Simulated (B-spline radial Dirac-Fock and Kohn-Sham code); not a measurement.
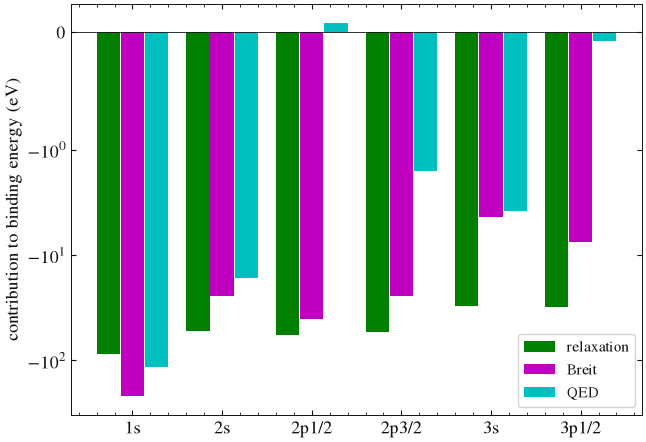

Figure. Bars give the relaxation, Breit and QED contributions (eV) to the binding energies of the deepest subshells, counted from the Koopmans value, on an axis that is logarithmic beyond ±1 eV. System: Ta²⁺, configuration [Xe] 4f14 5d3. Method: Dirac–Fock ΔSCF (average of configuration, Fermi nucleus, Breit and QED terms, no correlation) (computed with a B-spline radial code). Open shells are averaged over j.

For 1s (bound by 67.434 keV) relaxation contributes −87.9 eV, the Breit interaction −219 eV and QED −115 eV, so Breit is the largest correction there. For 3p1/2 the three are −31.2 eV, −7.5 eV and −0.076 eV. Relaxation is largest in size for 1s.
